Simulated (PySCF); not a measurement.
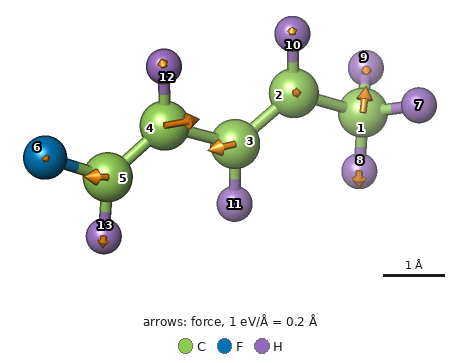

Starting geometry of C5H7F with the computed forces as orange arrows. The picture is a ball-and-stick view, seen at a tilt.

The start comes from GFN2-xTB. Its atoms were then displaced at random by about 0.01 Å.

Theory: PBE0-D3(BJ)/def2-SVP geometry optimisation, gas phase in PySCF. 

Question: What follows when this structure is relaxed?

Answer: It isn't relaxed: the largest force vector, on C4, is 3.41 eV/Å. The final displacements follow the starting forces only in part (cosine between the two patterns 0.49). Over 10 geometry steps the energy falls by 4.64 kcal/mol. H7 moves most after the best rigid fit: 0.070 Å. By element the largest moves are H 0.070 Å, C 0.039 Å, F 0.020 Å. Some distances before and after: C1–H8 1.056 → 1.100 Å, C3–C4 1.492 → 1.450 Å, C4–C5 1.299 → 1.336 Å, C1–H9 1.131 → 1.104 Å. Among the angles between lasting bonds that change: C5–C4–H12 121.7° → 117.9°, C3–C4–H12 115.6° → 118.7°, H7–C1–H8 110.4° → 108.1°.
